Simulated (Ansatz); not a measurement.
## Geometry relaxation, with input and output: C2H7FOSSi (part 2 of 2)

C2H7FOSSi; RKS BHLYP/6-31G* (Ansatz 0.2.0). It belongs to a series of runs on one base structure; here: end point B relaxed.

Geometry of the input (Å):
```
C  -0.3813  -2.3696  0.0777
C  0.2679  -0.9944  -0.1133
F  0.5899  -0.8672  -1.4343
S  -0.7556  0.3777  0.3435
Si 0.3951  2.0494  -0.0963
O  -0.4086  3.3707  0.5628
H  0.2685  -3.1350  -0.2282
H  -1.2746  -2.3831  -0.5843
H  -0.7241  -2.4775  1.1476
H  1.1881  -0.9643  0.5128
H  0.5294  2.2395  -1.5170
H  -1.7411  0.8433  1.1898
H  -1.3953  3.2186  0.7342
```

## Trajectory as extended XYZ, continued
```
13
Properties=species:S:1:pos:R:3:forces:R:3 step=9 energy=-25659.71541
C    -0.4501   -2.4714    0.0844   -0.0019   0.0152  -0.0051
C     0.1803   -1.1159   -0.0854    0.0734  -0.0102   0.0007
F     0.6863   -1.0053   -1.3499   -0.0009  -0.0299  -0.0025
S    -1.0170    0.2668    0.0363   -0.1179   0.0383  -0.0158
Si    0.6396    2.4507   -0.0289    0.0209   0.0921  -0.0099
O    -0.4769    3.4072    0.7814   -0.2000   0.0731  -0.1611
H     0.3011   -3.2374   -0.0912    0.0053   0.0132   0.0059
H    -1.2599   -2.6005   -0.6257    0.0022  -0.0163  -0.0045
H    -0.8404   -2.5926    1.0902   -0.0086  -0.0050   0.0082
H     0.9869   -0.9406    0.6189   -0.0268   0.0430  -0.0240
H     0.1407    2.6781   -1.4607   -0.0093  -0.0658   0.0704
H    -1.1496    0.2670    1.3648    0.0205  -0.0164  -0.0070
H    -1.1828    3.8020    0.2609    0.2432  -0.1313   0.1448
13
Properties=species:S:1:pos:R:3:forces:R:3 step=10 energy=-25659.71908
C    -0.4322   -2.4682    0.0916    0.0093   0.0274  -0.0217
C     0.1540   -1.0934   -0.1025    0.0404  -0.1384   0.0141
F     0.6642   -0.9944   -1.3662   -0.0224   0.0048   0.0073
S    -1.0917    0.2517   -0.0004    0.0925   0.0225   0.0524
Si    0.6484    2.4017   -0.0166   -0.2822   0.1521  -0.0948
O    -0.4457    3.3841    0.7994    0.0106   0.0200  -0.0844
H     0.3456   -3.2143   -0.0605   -0.0227   0.0543   0.0023
H    -1.2334   -2.6416   -0.6211    0.0430   0.0016   0.0239
H    -0.8259   -2.5798    1.0974   -0.0085  -0.0052  -0.0008
H     0.9525   -0.8798    0.6027   -0.0760   0.0471  -0.0556
H     0.1292    2.6465   -1.4411    0.1056  -0.0319   0.0846
H    -1.1811    0.2760    1.3314   -0.0525  -0.0249  -0.0014
H    -1.1258    3.8198    0.2809    0.1629  -0.1294   0.0741
13
Properties=species:S:1:pos:R:3:forces:R:3 step=11 energy=-25659.72422
C    -0.4286   -2.4643    0.0930    0.0104   0.0160  -0.0150
C     0.1537   -1.0899   -0.1058    0.0162  -0.0774   0.0046
F     0.6517   -0.9892   -1.3743   -0.0227   0.0052   0.0194
S    -1.0923    0.2541    0.0054    0.0219   0.0213   0.0204
Si    0.6391    2.3976   -0.0059    0.0076  -0.0308  -0.1078
O    -0.4350    3.3976    0.7962   -0.0900   0.0864   0.0265
H     0.3515   -3.2063   -0.0621   -0.0108   0.0248   0.0045
H    -1.2309   -2.6412   -0.6170    0.0300   0.0032   0.0159
H    -0.8183   -2.5773    1.1002   -0.0035  -0.0026   0.0018
H     0.9559   -0.8701    0.5914   -0.0374   0.0262  -0.0334
H     0.1396    2.6230   -1.4362    0.0381  -0.0021   0.0441
H    -1.2127    0.2505    1.3353   -0.0190  -0.0265  -0.0083
H    -1.1156    3.8237    0.2750    0.0594  -0.0436   0.0275
13
Properties=species:S:1:pos:R:3:forces:R:3 step=12 energy=-25659.72636
C    -0.4182   -2.4626    0.0988    0.0099   0.0227  -0.0201
C     0.1421   -1.0810   -0.1131   -0.0009  -0.0480   0.0186
F     0.6299   -0.9807   -1.3852   -0.0229   0.0075   0.0145
S    -1.1203    0.2499   -0.0004    0.0197  -0.0188   0.0118
Si    0.6385    2.3782   -0.0037    0.0365  -0.0226  -0.0381
O    -0.4112    3.4028    0.7996   -0.0155   0.0194   0.0560
H     0.3739   -3.1926   -0.0527   -0.0136   0.0234   0.0045
H    -1.2190   -2.6584   -0.6080    0.0316   0.0071   0.0191
H    -0.8033   -2.5746    1.1079   -0.0007  -0.0004   0.0013
H     0.9446   -0.8408    0.5768   -0.0293   0.0003  -0.0314
H     0.1551    2.6172   -1.4353   -0.0034  -0.0064   0.0272
H    -1.2653    0.2158    1.3275    0.0007   0.0004  -0.0326
H    -1.0886    3.8350    0.2827   -0.0120   0.0155  -0.0310
13
Properties=species:S:1:pos:R:3:forces:R:3 step=13 energy=-25659.72724
C    -0.4097   -2.4617    0.1044    0.0103   0.0185  -0.0175
C     0.1342   -1.0767   -0.1232   -0.0208  -0.0173   0.0207
F     0.6100   -0.9810   -1.4001   -0.0187   0.0071   0.0143
S    -1.1395    0.2444   -0.0111    0.0089  -0.0180   0.0222
Si    0.6331    2.3609    0.0120    0.0286  -0.0017  -0.0089
O    -0.3989    3.4120    0.8052   -0.0055  -0.0042   0.0373
H     0.3912   -3.1825   -0.0426   -0.0112   0.0105   0.0040
H    -1.2093   -2.6741   -0.5988    0.0262   0.0085   0.0177
H    -0.7907   -2.5695    1.1156    0.0027   0.0023  -0.0001
H     0.9388   -0.8195    0.5574   -0.0139  -0.0150  -0.0208
H     0.1630    2.6017   -1.4219   -0.0074   0.0039   0.0061
H    -1.2997    0.1972    1.3152    0.0085  -0.0042  -0.0461
H    -1.0641    3.8569    0.2829   -0.0077   0.0098  -0.0288
13
Properties=species:S:1:pos:R:3:forces:R:3 step=14 energy=-25659.72766
C    -0.4060   -2.4606    0.1100    0.0071   0.0098  -0.0049
C     0.1301   -1.0760   -0.1312   -0.0318   0.0152   0.0102
F     0.5939   -0.9860   -1.4129   -0.0044  -0.0001   0.0034
S    -1.1450    0.2432   -0.0188    0.0051  -0.0209   0.0169
Si    0.6355    2.3582    0.0238   -0.0179   0.0044   0.0213
O    -0.4046    3.4075    0.8108   -0.0024   0.0262  -0.0041
H     0.3978   -3.1778   -0.0352   -0.0023  -0.0047   0.0029
H    -1.2068   -2.6822   -0.5880    0.0080   0.0032   0.0072
H    -0.7819   -2.5629    1.1237    0.0039   0.0026  -0.0009
H     0.9392   -0.8107    0.5400    0.0044  -0.0175  -0.0054
H     0.1763    2.6030   -1.4120   -0.0023   0.0097  -0.0105
H    -1.3169    0.1845    1.3054    0.0122   0.0037  -0.0395
H    -1.0533    3.8680    0.2794    0.0206  -0.0318   0.0034
13
Properties=species:S:1:pos:R:3:forces:R:3 step=15 energy=-25659.72803
C    -0.4047   -2.4619    0.1144   -0.0003   0.0035   0.0038
C     0.1279   -1.0786   -0.1381   -0.0180   0.0315  -0.0027
F     0.5848   -0.9955   -1.4228    0.0037  -0.0059  -0.0033
S    -1.1465    0.2407   -0.0290    0.0004  -0.0102   0.0198
Si    0.6343    2.3597    0.0352   -0.0182   0.0186   0.0155
O    -0.4065    3.4139    0.8154   -0.0171   0.0101  -0.0167
H     0.3999   -3.1785   -0.0283    0.0024  -0.0081   0.0016
H    -1.2068   -2.6894   -0.5797   -0.0038  -0.0019   0.0009
H    -0.7772   -2.5578    1.1300    0.0034   0.0019  -0.0013
H     0.9404   -0.8090    0.5268    0.0097  -0.0109   0.0027
H     0.1858    2.6099   -1.4029    0.0000   0.0049  -0.0121
H    -1.3196    0.1829    1.2945    0.0015  -0.0002  -0.0226
H    -1.0537    3.8717    0.2793    0.0362  -0.0333   0.0144
13
Properties=species:S:1:pos:R:3:forces:R:3 step=16 energy=-25659.72828
C    -0.4049   -2.4603    0.1195   -0.0037  -0.0036   0.0088
C     0.1273   -1.0796   -0.1454   -0.0055   0.0288  -0.0118
F     0.5775   -1.0055   -1.4332    0.0068  -0.0079  -0.0033
S    -1.1446    0.2415   -0.0396    0.0057  -0.0002   0.0139
Si    0.6376    2.3637    0.0445   -0.0140   0.0026   0.0013
O    -0.4129    3.4098    0.8211   -0.0097   0.0026   0.0015
H     0.3984   -3.1786   -0.0214    0.0046  -0.0080   0.0006
H    -1.2099   -2.6923   -0.5693   -0.0110  -0.0046  -0.0030
H    -0.7728   -2.5486    1.1374    0.0028   0.0014  -0.0018
H     0.9440   -0.8076    0.5131    0.0092  -0.0033   0.0059
H     0.1987    2.6187   -1.3960    0.0023   0.0055  -0.0085
H    -1.3206    0.1841    1.2829   -0.0045  -0.0019  -0.0060
H    -1.0597    3.8628    0.2814    0.0170  -0.0114   0.0026
13
Properties=species:S:1:pos:R:3:forces:R:3 step=17 energy=-25659.72845
C    -0.4049   -2.4601    0.1279   -0.0092  -0.0095   0.0150
C     0.1277   -1.0836   -0.1566    0.0154   0.0206  -0.0253
F     0.5676   -1.0243   -1.4492    0.0042  -0.0084   0.0094
S    -1.1400    0.2404   -0.0558   -0.0046   0.0139  -0.0149
Si    0.6361    2.3688    0.0563    0.0201  -0.0105  -0.0038
O    -0.4253    3.4043    0.8309   -0.0141   0.0040   0.0049
H     0.3958   -3.1817   -0.0102    0.0068  -0.0072  -0.0006
H    -1.2152   -2.6987   -0.5522   -0.0153  -0.0052  -0.0042
H    -0.7653   -2.5359    1.1497    0.0035   0.0011  -0.0067
H     0.9511   -0.8080    0.4921    0.0062   0.0066   0.0059
H     0.2184    2.6431   -1.3877   -0.0079  -0.0056   0.0013
H    -1.3249    0.1813    1.2646   -0.0055  -0.0008   0.0174
H    -1.0629    3.8625    0.2852    0.0003   0.0009   0.0017
13
Properties=species:S:1:pos:R:3:forces:R:3 step=18 energy=-25659.72858
C    -0.4055   -2.4575    0.1311   -0.0065  -0.0078   0.0113
C     0.1293   -1.0832   -0.1613    0.0157   0.0013  -0.0234
F     0.5673   -1.0312   -1.4550   -0.0005  -0.0042   0.0165
S    -1.1364    0.2428   -0.0642    0.0021   0.0170  -0.0144
Si    0.6385    2.3695    0.0603    0.0083  -0.0201  -0.0169
O    -0.4293    3.3977    0.8358   -0.0064   0.0087   0.0110
H     0.3934   -3.1817   -0.0058    0.0039  -0.0029  -0.0008
H    -1.2185   -2.6979   -0.5455   -0.0092  -0.0021  -0.0015
H    -0.7629   -2.5277    1.1543    0.0034   0.0011  -0.0065
H     0.9546   -0.8063    0.4847    0.0009   0.0066   0.0026
H     0.2204    2.6442   -1.3838    0.0015   0.0013   0.0061
H    -1.3267    0.1837    1.2553   -0.0046  -0.0044   0.0173
H    -1.0658    3.8558    0.2892   -0.0084   0.0055  -0.0013
13
Properties=species:S:1:pos:R:3:forces:R:3 step=19 energy=-25659.72868
C    -0.4061   -2.4557    0.1335   -0.0041  -0.0028   0.0055
C     0.1313   -1.0831   -0.1643    0.0139  -0.0129  -0.0191
F     0.5693   -1.0368   -1.4583   -0.0047  -0.0001   0.0203
S    -1.1325    0.2451   -0.0710    0.0016   0.0120  -0.0116
Si    0.6394    2.3693    0.0604    0.0029  -0.0168  -0.0162
O    -0.4305    3.3927    0.8398   -0.0047   0.0090   0.0070
H     0.3909   -3.1822   -0.0024    0.0005   0.0014  -0.0008
H    -1.2214   -2.6968   -0.5404   -0.0016   0.0011   0.0015
H    -0.7615   -2.5217    1.1577    0.0028   0.0007  -0.0045
H     0.9574   -0.8053    0.4806   -0.0030   0.0044  -0.0005
H     0.2197    2.6477   -1.3828    0.0038   0.0022   0.0075
H    -1.3298    0.1837    1.2477   -0.0007  -0.0029   0.0099
H    -1.0679    3.8513    0.2944   -0.0067   0.0045   0.0010
13
Properties=species:S:1:pos:R:3:forces:R:3 step=20 energy=-25659.72877
C    -0.4070   -2.4535    0.1385   -0.0014   0.0056  -0.0024
C     0.1345   -1.0842   -0.1701    0.0115  -0.0264  -0.0140
F     0.5723   -1.0488   -1.4644   -0.0095   0.0031   0.0238
S    -1.1262    0.2478   -0.0853   -0.0026   0.0036  -0.0014
Si    0.6390    2.3686    0.0606    0.0029  -0.0072  -0.0111
O    -0.4329    3.3848    0.8479   -0.0044   0.0048  -0.0041
H     0.3871   -3.1838    0.0046   -0.0037   0.0068  -0.0005
H    -1.2261   -2.6964   -0.5307    0.0084   0.0046   0.0055
H    -0.7587   -2.5113    1.1645    0.0025   0.0004  -0.0033
H     0.9616   -0.8037    0.4726   -0.0076   0.0011  -0.0040
H     0.2194    2.6573   -1.3806    0.0036   0.0020   0.0090
H    -1.3342    0.1848    1.2322    0.0028  -0.0003  -0.0035
H    -1.0705    3.8465    0.3052   -0.0025   0.0020   0.0060
13
Properties=species:S:1:pos:R:3:forces:R:3 step=21 energy=-25659.72883
C    -0.4075   -2.4524    0.1419    0.0002   0.0086  -0.0051
C     0.1358   -1.0851   -0.1734    0.0069  -0.0235  -0.0102
F     0.5736   -1.0560   -1.4677   -0.0085   0.0019   0.0195
S    -1.1237    0.2487   -0.0947   -0.0019  -0.0018   0.0044
Si    0.6393    2.3678    0.0591   -0.0009   0.0002  -0.0032
O    -0.4343    3.3778    0.8531   -0.0010   0.0021  -0.0104
H     0.3854   -3.1843    0.0093   -0.0043   0.0065   0.0000
H    -1.2283   -2.6968   -0.5247    0.0098   0.0042   0.0057
H    -0.7570   -2.5054    1.1688    0.0020   0.0003  -0.0029
H     0.9630   -0.8021    0.4681   -0.0072  -0.0007  -0.0039
H     0.2203    2.6661   -1.3801    0.0016   0.0004   0.0072
H    -1.3363    0.1870    1.2223    0.0028   0.0024  -0.0091
H    -1.0720    3.8426    0.3130    0.0005  -0.0004   0.0081
13
Properties=species:S:1:pos:R:3:forces:R:3 step=22 energy=-25659.72885
C    -0.4082   -2.4513    0.1488    0.0009   0.0125  -0.0055
C     0.1381   -1.0887   -0.1809    0.0024  -0.0095  -0.0044
F     0.5763   -1.0735   -1.4750   -0.0061  -0.0017   0.0117
S    -1.1188    0.2489   -0.1166   -0.0027  -0.0035   0.0188
Si    0.6385    2.3677    0.0584   -0.0020   0.0157   0.0013
O    -0.4354    3.3692    0.8645    0.0014  -0.0158  -0.0203
H     0.3825   -3.1863    0.0203   -0.0033   0.0040   0.0012
H    -1.2316   -2.6997   -0.5129    0.0082   0.0020   0.0047
H    -0.7543   -2.4938    1.1774    0.0017   0.0002  -0.0053
H     0.9652   -0.8001    0.4580   -0.0043  -0.0029  -0.0026
H     0.2194    2.6829   -1.3769    0.0009  -0.0002   0.0057
H    -1.3384    0.1950    1.1998   -0.0022  -0.0013  -0.0142
H    -1.0751    3.8378    0.3300    0.0052   0.0005   0.0089
13
Properties=species:S:1:pos:R:3:forces:R:3 step=23 energy=-25659.72890
C    -0.4084   -2.4506    0.1511    0.0018   0.0097  -0.0025
C     0.1384   -1.0893   -0.1820   -0.0044   0.0013   0.0004
F     0.5773   -1.0775   -1.4756   -0.0019  -0.0025   0.0032
S    -1.1180    0.2492   -0.1220    0.0013  -0.0079   0.0096
Si    0.6409    2.3684    0.0532   -0.0107   0.0126   0.0125
O    -0.4358    3.3602    0.8678    0.0088  -0.0065  -0.0210
H     0.3820   -3.1859    0.0240   -0.0010   0.0000   0.0017
H    -1.2318   -2.7001   -0.5100    0.0028  -0.0003   0.0018
H    -0.7542   -2.4906    1.1798    0.0009  -0.0001  -0.0048
H     0.9650   -0.7991    0.4568   -0.0002  -0.0031  -0.0012
H     0.2194    2.6929   -1.3792   -0.0025  -0.0020   0.0023
H    -1.3414    0.1964    1.1937    0.0006   0.0033  -0.0110
H    -1.0751    3.8340    0.3373    0.0046  -0.0043   0.0090
13
Properties=species:S:1:pos:R:3:forces:R:3 step=24 energy=-25659.72892
C    -0.4081   -2.4502    0.1504    0.0016   0.0054  -0.0008
C     0.1381   -1.0886   -0.1812   -0.0042  -0.0011   0.0007
F     0.5774   -1.0757   -1.4747   -0.0008  -0.0006   0.0013
S    -1.1189    0.2492   -0.1208    0.0036  -0.0043   0.0064
Si    0.6418    2.3682    0.0527   -0.0122   0.0063   0.0054
O    -0.4336    3.3610    0.8671    0.0062  -0.0031  -0.0137
H     0.3828   -3.1851    0.0242   -0.0005  -0.0004   0.0012
H    -1.2304   -2.7000   -0.5118    0.0013  -0.0003   0.0006
H    -0.7554   -2.4909    1.1786    0.0002  -0.0003  -0.0024
H     0.9644   -0.7987    0.4580   -0.0001  -0.0016  -0.0006
H     0.2167    2.6892   -1.3794    0.0013   0.0010   0.0014
H    -1.3422    0.1966    1.1947    0.0004   0.0010  -0.0063
H    -1.0744    3.8332    0.3373    0.0030  -0.0022   0.0069
```

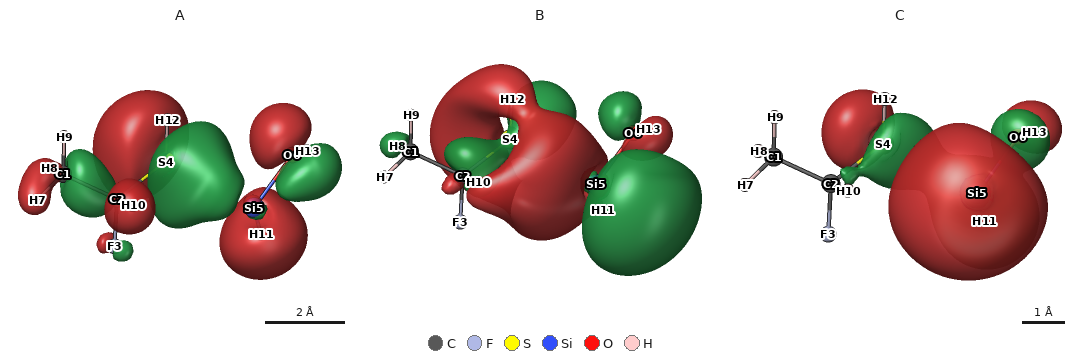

Fig. 1: Three frontier orbitals at ±0.06 Å⁻³ᐟ² (green and red are the two phases). A is the HOMO−1 (−9.13 eV). By Hirshfeld shares it lies mainly on S4 (50 %), O6 (15 %), Si5 (10 %) and H11 (10 %). C is the HOMO (−6.65 eV). Its weight (Hirshfeld) is mainly on Si5 (70 %), H11 (15 %) and S4 (10 %). B is the LUMO (0.39 eV). By Hirshfeld shares it lies mainly on Si5 (60 %) and S4 (20 %). The HOMO–LUMO gap is 7.04 eV between the orbital energies.

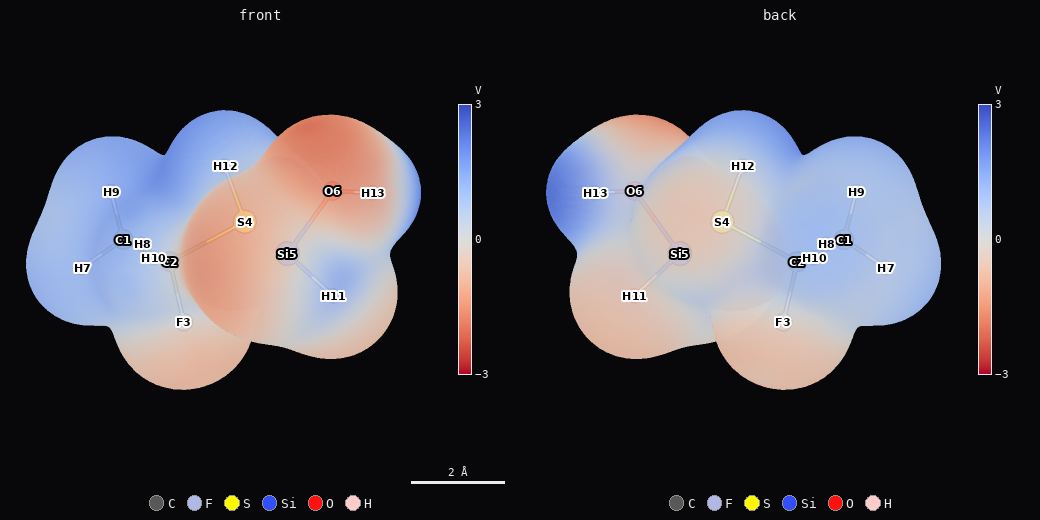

Fig. 2: The molecular electrostatic potential painted on the density surface at 0.002 e/bohr³, seen at a tilt and from behind; red is negative and blue positive.
